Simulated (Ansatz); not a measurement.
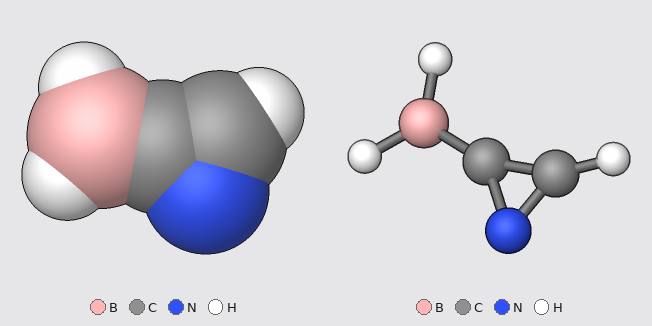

Two views of one molecule.

State: neutral, doublet. Computed geometry: PBE0-D4/def2-TZVP optimisation. No frequency run is at hand to confirm it as a minimum.

Question: Which formula does it have?

Answer: C₂H₃BN, 7 atoms: 2 carbon, 3 hydrogen, 1 boron and 1 nitrogen.

Question: How many atoms are distinct by symmetry?

Answer: 7: 1 B, 1 C, 1 C, 1 N, 1 H, 1 H, 1 H.

Question: What is its SMILES?

Answer: B[C]1C=N1

The parts below concern this one geometry. Atoms keep their numbers from picture to picture.

Geometry

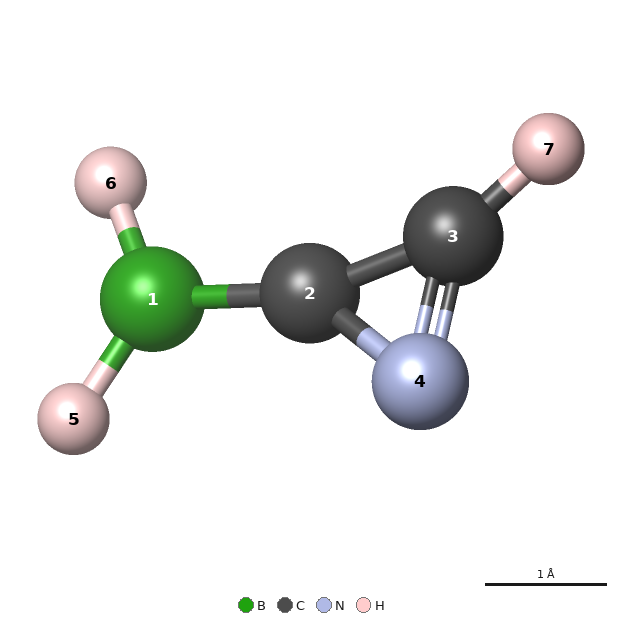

No frequency run is at hand to confirm it as a minimum.

Which atoms are bonded, and how long are the bonds?

```csv
bond,length (Å),order
B1–C2,1.494,single
B1–H5,1.193,single
B1–H6,1.195,single
C2–C3,1.369,single
C2–N4,1.442,single
C3–N4,1.286,double
C3–H7,1.083,single
```

Dipole moment

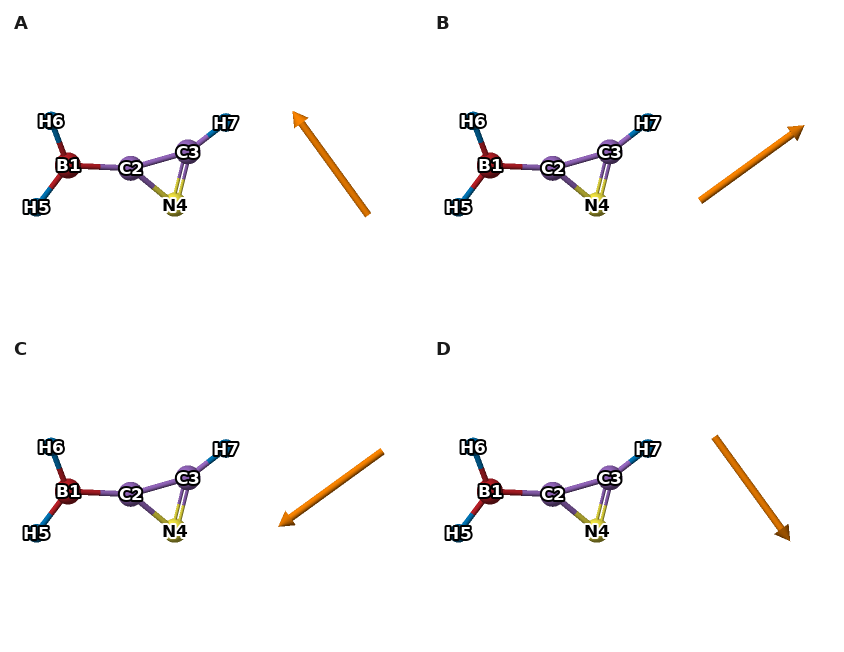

The same molecule four times, each with an arrow. No frequency run is at hand to confirm it as a minimum. Level of theory: UKS PBE0-D4/def2-TZVP (Ansatz 0.2.0).

Question: Which arrow points along the dipole moment, from the negative to the positive end?

Answer: B. The dipole moment is 3.13 D; it points from the side of H5 to the side of H7 (the outermost atoms at the two ends).

Charges

The questions are on Mulliken charges. No frequency run is at hand to confirm it as a minimum. Properties computed with UKS PBE0-D4/def2-TZVP (Ansatz 0.2.0).

Question: Which atom carries the highest charge (most positive or least negative)?

Answer: H7 (0.18 e).

Question: And the lowest?

Answer: B1 (−0.19 e).

Give the Mulliken charges atom by atom.

| atom | value (e) |
| --- | --- |
| B1 | −0.19 |
| C2 | 0.14 |
| C3 | 0.00 |
| N4 | −0.16 |
| H5 | 0.02 |
| H6 | 0.01 |
| H7 | 0.18 |

Electronic properties

No frequency run is at hand to confirm it as a minimum. Properties computed with UKS PBE-D4/def2-TZVPP (Ansatz 0.2.0).

Question: Estimate the dispersion correction.

Answer: −10.2 kJ/mol.

Question: Give the ⟨S²⟩ of the determinant at this level.

Answer: 0.754.

Mulliken values depend strongly on the basis set and can even reverse the polarity of a bond.
